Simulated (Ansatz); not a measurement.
# Calculations on C2H6N2

## 1. Relaxation

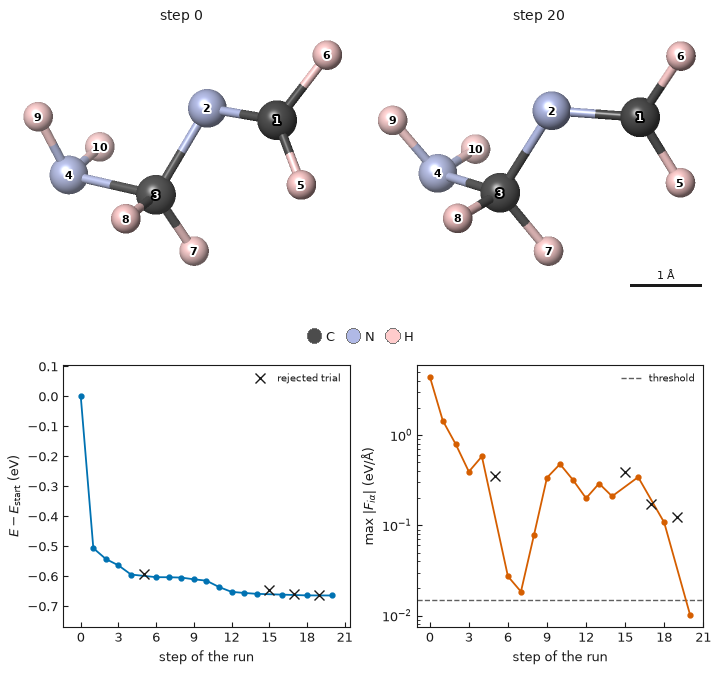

First and last geometry of a relaxation of C2H6N2, with the history of the run. Style: ball-and-stick. Shown at a tilt.

The run prepares an end point of a later path (inversion) calculation, from a guessed geometry.

Level of theory: RKS PBE0/def2-SVP (Ansatz).

Input
```yaml
crystal:
  periodic: [false, false, false]
  atoms:
    - { symbol: C, position_ang: [-1.0555, 0.8454, -0.9495] }
    - { symbol: "N", position_ang: [-0.4392, 0.645, 0.1086] }
    - { symbol: C, position_ang: [0.3549, -0.539, -0.0097] }
    - { symbol: "N", position_ang: [1.151, -0.6831, 1.2593] }
    - { symbol: H, position_ang: [-1.0565, 0.2545, -1.8854] }
    - { symbol: H, position_ang: [-1.7677, 1.7844, -1.0057] }
    - { symbol: H, position_ang: [-0.195, -1.4293, -0.1806] }
    - { symbol: H, position_ang: [1.1628, -0.4276, -0.8081] }
    - { symbol: H, position_ang: [1.5712, 0.2016, 1.4685] }
    - { symbol: H, position_ang: [0.357, -0.703, 2.0055] }
basis:
  gaussian: { orbitals: def2-SVP }
hamiltonian:
  xc: pbe0
relax:
  f_tol: 0.015
  max_steps: 40
```

Run as
```bash
ansatz run input.yaml --threads 1 --pin off --max-ram 2048MiB --backend cpu --events-out ev --progress --plain --runs-dir out
```

**What do the curves and the structures tell?**

It converged. After 16 accepted moves (20 points after the start) the energy has fallen by 0.664 eV. Largest force component: 4.5 eV/Å at the start, 0.01 eV/Å at the end. The line search rejected the trial steps at points 5, 15, 17, 19 of the run. The atom that moves furthest after the best rigid fit is H5 (0.86 Å). By element the largest moves are H 0.86 Å, N 0.56 Å, C 0.25 Å. Some distances before and after: C1–H6 1.180 → 1.100 Å, N4–H10 1.090 → 1.019 Å, C3–N4 1.505 → 1.435 Å, C3–H7 1.060 → 1.110 Å. Among the angles between lasting bonds that change: C3–N4–H10 101.2° → 109.9°, C1–N2–C3 109.8° → 118.4°, N2–C3–N4 107.6° → 113.8°. Groups turn about N2–C3 by about 50°.

## 2. Relaxation

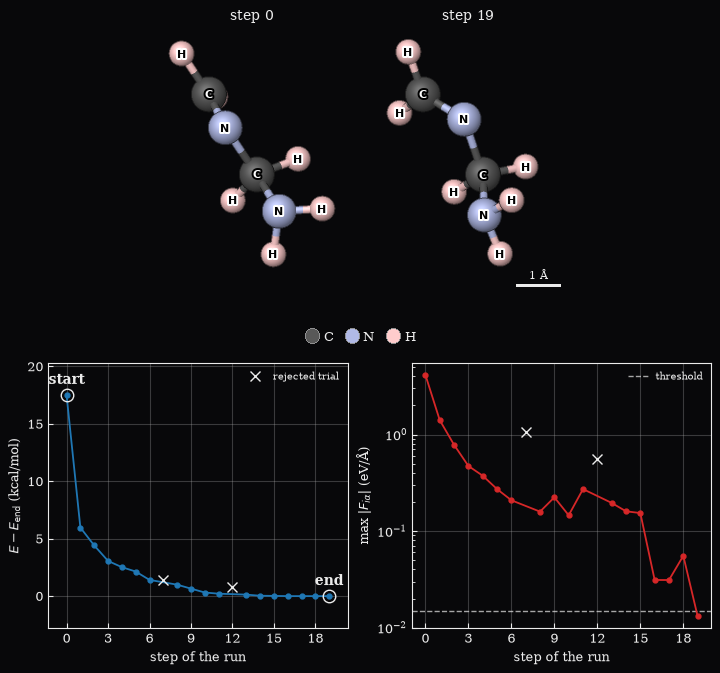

First and last geometry of a relaxation of C$_{2}$H$_{6}$N$_{2}$, with the history of the run. The picture is a ball-and-stick view, seen from a free direction.

The run prepares an end point of a later path (inversion) calculation, from a guessed geometry.

Method: Ansatz, RKS PBE0/def2-SVP. (no spin polarisation; force threshold 0.015 eV/Å; at most 40 steps)

Q: Read the history and describe the run.

A: It converged. Over 17 accepted moves (19 points after the start) the energy falls by 17.5 kcal/mol. Largest force component: 4.1 eV/Å at the start, 0.013 eV/Å at the end. The line search rejected the trial steps at points 7, 12 of the run. The largest move after the best rigid fit is that of an H atom, 0.88 Å. By element the largest moves are H 0.88 Å, N 0.61 Å, C 0.28 Å. Among the contacts that change: C–H 1.180 → 1.100 Å, H–N 1.090 → 1.017 Å, C–N 1.505 → 1.444 Å, C–H 1.060 → 1.111 Å. Among the angles between lasting bonds that change: N–C–H 103.0° → 114.5°, C–N–H 101.2° → 110.2°, C–N–C 109.8° → 118.7°. Groups turn about C–N by about 50°, C–N by about 50°. Cost: 59 s on 1 thread of Arm Neoverse V1, on a shared host, peak memory 0.16 GiB.

## 3. Path

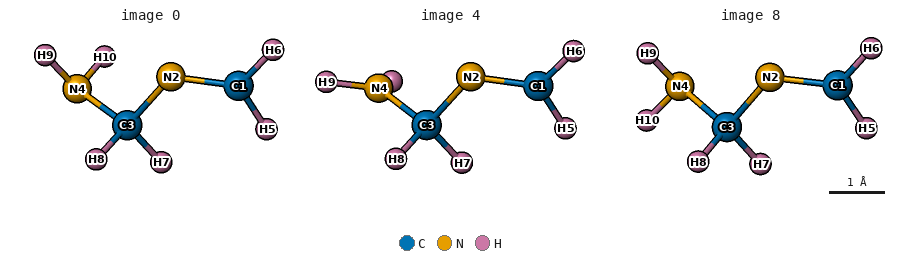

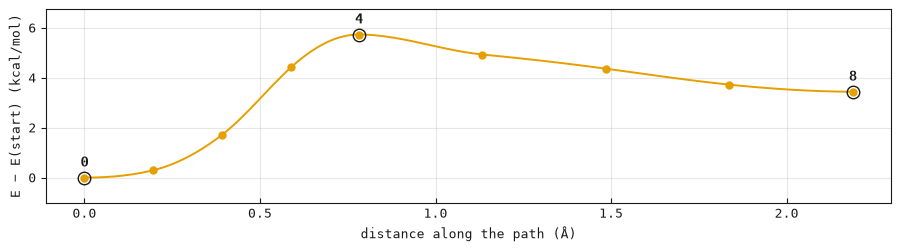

NEB run on C$_{2}$H$_{6}$N$_{2}$. Images are numbered from 0 (start) to 8 (end). Style: ball-and-stick. Shown at a tilt.

Method: RKS PBE0/def2-SVP (Ansatz). Run with 7 movable images; climbing image; force threshold 0.05 eV/Å; iteration limit 60; starting path by image-dependent pair potential.

What happens along the path, and what is the barrier?

Answer. Forward barrier 5.73 kcal/mol, backward barrier 2.29 kcal/mol, with image 4 at the top; the reaction energy is +3.44 kcal/mol. The motion is an umbrella inversion at N4. No bond forms or breaks between the ends. Among the angles between lasting bonds that change up to the highest image: C3–N4–H9 109.7° → 120.5°, H9–N4–H10 106.1° → 116.9°. The band converged in 19 iterations, with a climbing image at the top. At the top, the vibrational analysis gives one imaginary mode (520i cm⁻¹), as a transition state must have.

The run took 5.6 min on 1 thread of Arm Neoverse V1 (shared host), peak memory 0.25 GiB.
